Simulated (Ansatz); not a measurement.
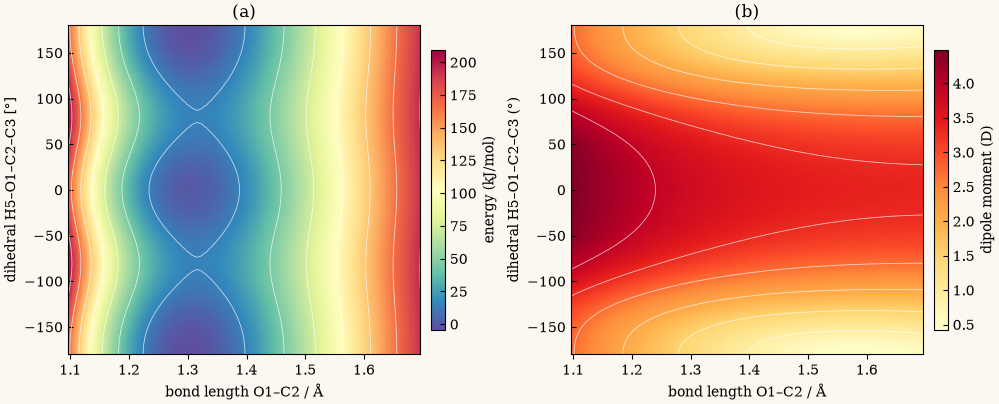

C2H2OS, SMILES OC1=CS1. The first coordinate is: bond length O1–C2; the second: dihedral H5–O1–C2–C3. Nothing is relaxed (all other coordinates rigid). Grid: 15 × 15 points; 125 points were computed and 100 follow by symmetry. Points are written as (first, second). Energies are in kJ/mol, from the relaxed molecule at the same level. All numbers below come from Ansatz, RHF/def2-TZVP.

Panel (a) is the energy; panel (b) is the computed dipole moment, in D.

The picture shows a smooth colour map with a few white contour lines. Between grid points the surface is interpolated.

How does the dipole moment vary over the map, and what is it at the lowest grid point?

Answer. Leaving out the highest fifth of the energies, it runs from 0.43 D at (1.568 Å, −180°) to 4.28 D at (1.139 Å, −12°). At the lowest grid point, (1.311 Å, −180°), it is 1.32 D.

```csv
"dihedral H5–O1–C2–C3 ↓, bond length O1–C2 →",1.096,1.139,1.182,1.225,1.268,1.311,1.353,1.396,1.439,1.482,1.525,1.568,1.611,1.654,1.696
156,2.79,2.49,2.21,1.95,1.71,1.50,1.31,1.16,1.03,0.94,0.88,0.85,0.86,0.88,0.93
132,3.03,2.76,2.51,2.30,2.11,1.95,1.81,1.71,1.62,1.57,1.53,1.51,1.51,1.52,1.54
108,3.47,3.22,3.00,2.81,2.65,2.51,2.40,2.31,2.24,2.19,2.16,2.14,2.13,2.12,2.13
84,3.96,3.71,3.50,3.32,3.16,3.04,2.93,2.85,2.78,2.73,2.69,2.66,2.65,2.64,2.63
60,4.30,4.07,3.86,3.69,3.54,3.41,3.31,3.23,3.17,3.11,3.08,3.05,3.03,3.02,3.01
36,4.45,4.23,4.04,3.87,3.74,3.62,3.53,3.45,3.39,3.34,3.31,3.28,3.26,3.25,3.25
12,4.48,4.28,4.10,3.94,3.81,3.70,3.61,3.54,3.49,3.44,3.41,3.39,3.37,3.36,3.36
−12,4.48,4.28,4.10,3.94,3.81,3.70,3.61,3.54,3.49,3.44,3.41,3.39,3.37,3.36,3.36
−36,4.45,4.23,4.04,3.87,3.74,3.62,3.53,3.45,3.39,3.34,3.31,3.28,3.26,3.25,3.25
−60,4.30,4.07,3.86,3.69,3.54,3.41,3.31,3.23,3.17,3.11,3.08,3.05,3.03,3.02,3.01
−84,3.96,3.71,3.50,3.32,3.16,3.04,2.93,2.85,2.78,2.73,2.69,2.66,2.65,2.64,2.63
−108,3.47,3.22,3.00,2.81,2.65,2.51,2.40,2.31,2.24,2.19,2.16,2.14,2.13,2.12,2.13
−132,3.03,2.76,2.51,2.30,2.11,1.95,1.81,1.71,1.62,1.57,1.53,1.51,1.51,1.52,1.54
−156,2.79,2.49,2.21,1.95,1.71,1.50,1.31,1.16,1.03,0.94,0.88,0.85,0.86,0.88,0.93
−180,2.74,2.42,2.12,1.83,1.56,1.32,1.10,0.90,0.72,0.58,0.48,0.43,0.44,0.50,0.58
```
